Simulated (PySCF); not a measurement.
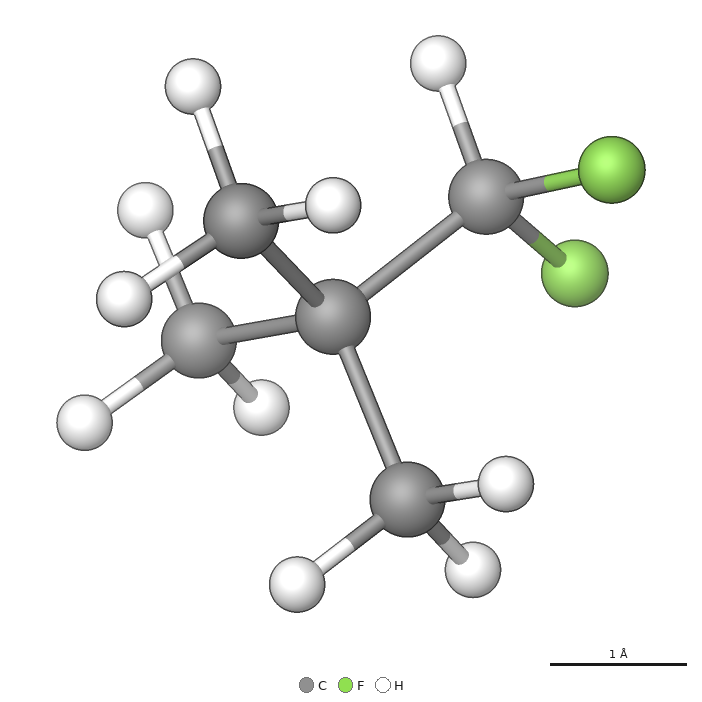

The picture shows a molecular structure as a ball-and-stick model. Every bond is drawn as one stick, whatever its order.

The geometry was computed by an optimisation with PBE0-D3(BJ)/def2-TZVP. No frequency run is at hand to confirm it as a minimum.

**Which formula does it have?**

C5H10F2, 17 atoms: 5 carbon, 10 hydrogen and 2 fluorine.

**Count the bonded pairs by element.**

10 C–H, 4 C–C, 2 C–F.

The parts below concern this one geometry. Atoms keep their numbers from picture to picture.

### Geometry

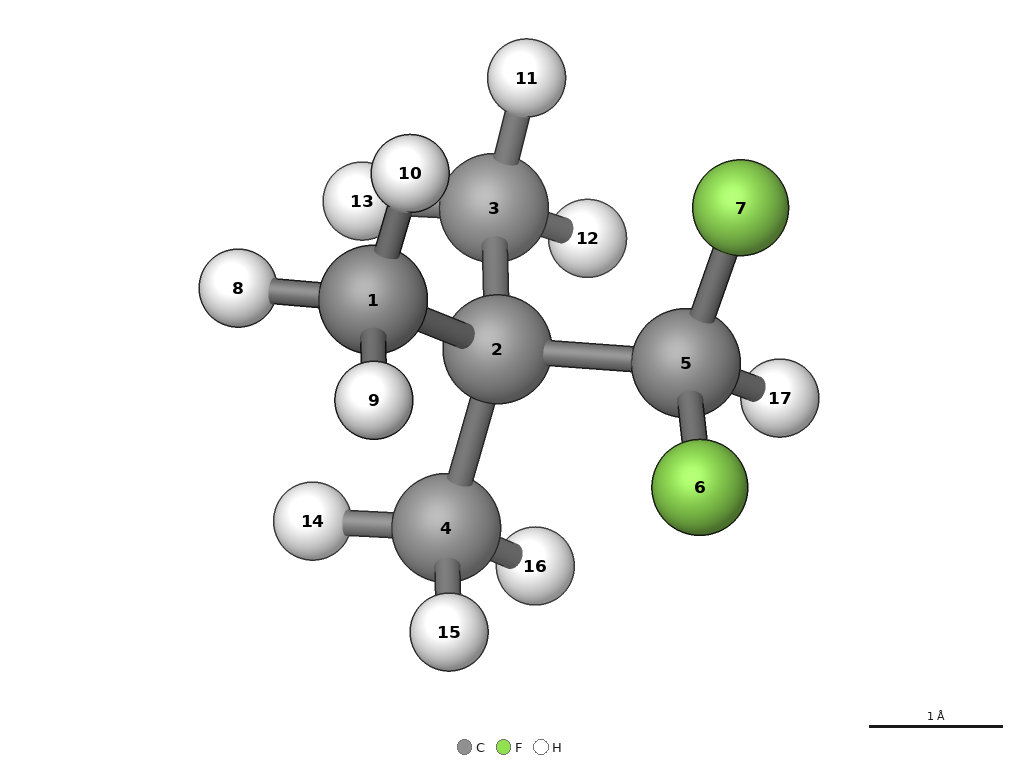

Numbered structure. No frequency run is at hand to confirm it as a minimum.

Give the bond lengths.

```
  bond  length (Å)   order
 C1–C2       1.525  single
 C1–H8       1.092  single
 C1–H9       1.091  single
C1–H10       1.091  single
 C2–C3       1.526  single
 C2–C4       1.526  single
 C2–C5       1.519  single
C3–H11       1.091  single
C3–H12       1.094  single
C3–H13       1.092  single
C4–H14       1.092  single
C4–H15       1.091  single
C4–H16       1.094  single
 C5–F6       1.360  single
 C5–F7       1.361  single
C5–H17       1.096  single
```

### Electronic properties

No frequency run is at hand to confirm it as a minimum. Level of theory: KT3/pcSseg-2, gas phase (PySCF 2.14.0).

**Estimate the LUMO energy (Kohn–Sham orbital).**

−0.35 eV.

**Give the dipole moment at this level.**

2.07 D.

**What is the HOMO energy (Kohn–Sham orbital)?**

−7.68 eV.

### NMR shielding

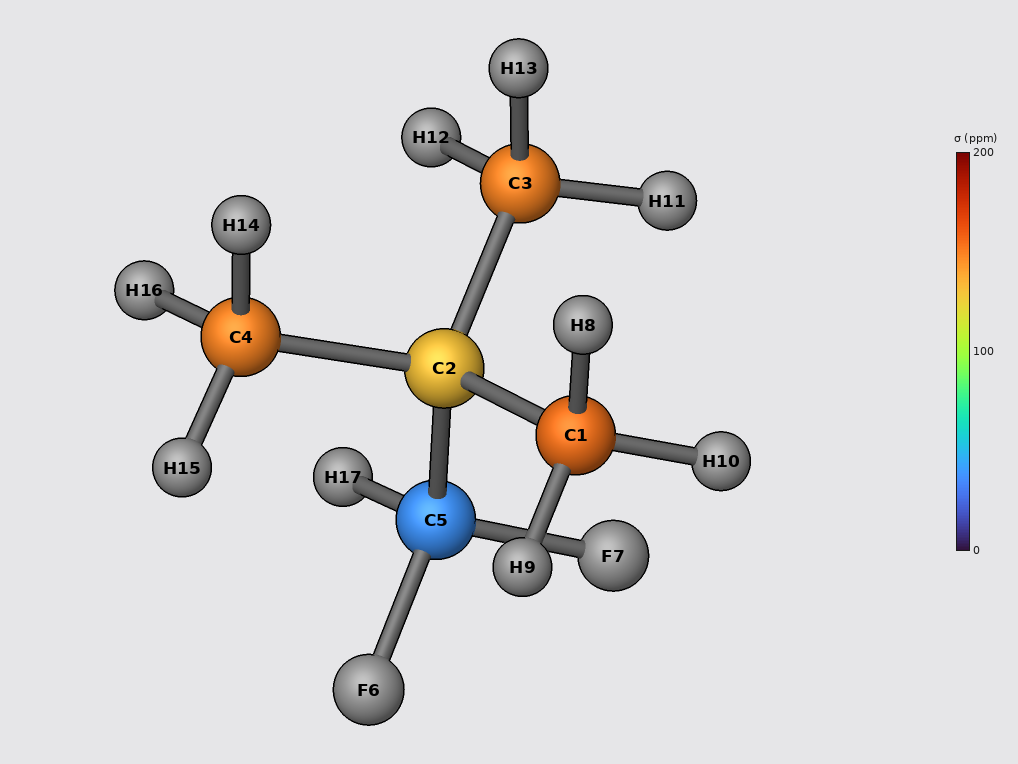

Atoms are coloured by their isotropic NMR shieldings (C only, the others grey). No frequency run is at hand to confirm it as a minimum. Properties computed with GIAO WP04/pcSseg-2 NMR shielding, non-relativistic, IEF-PCM chloroform (PySCF 2.14.0).

**Which C atom is the most shielded (lowest chemical shift)?**

C1 (152.9 ppm).

**Which C atom is the least shielded (highest chemical shift)?**

C5 (39.0 ppm).

**How wide is the range of C shifts?**

113.9 ppm.

Give the isotropic NMR shieldings of the C atoms atom by atom.

| atom | σ (ppm) |
| --- | --- |
| C1 | 152.9 |
| C2 | 130.2 |
| C3 | 147.8 |
| C4 | 147.9 |
| C5 | 39.0 |

### Charges

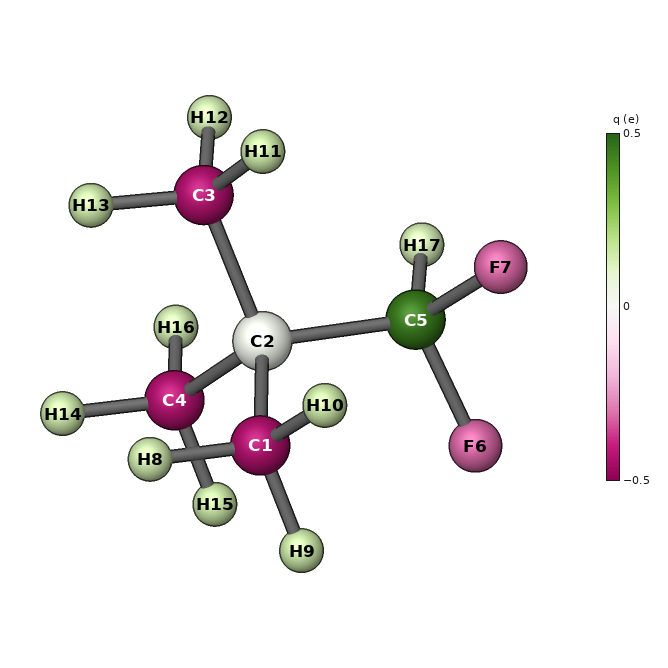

Atoms are coloured by their IAO charges. No frequency run is at hand to confirm it as a minimum. Level of theory: PBE0/pcSseg-2, gas phase (PySCF 2.14.0).

**Which atom carries the highest charge (most positive or least negative)?**

C5 (0.45 e).

**And the lowest?**

C1 (−0.44 e).

Give the IAO charges atom by atom.

```tsv
atom	value (e)
C1	−0.44
C2	0.02
C3	−0.43
C4	−0.43
C5	0.45
F6	−0.31
F7	−0.31
H8	0.14
H9	0.15
H10	0.15
H11	0.15
H12	0.14
H13	0.15
H14	0.15
H15	0.15
H16	0.14
H17	0.13
```
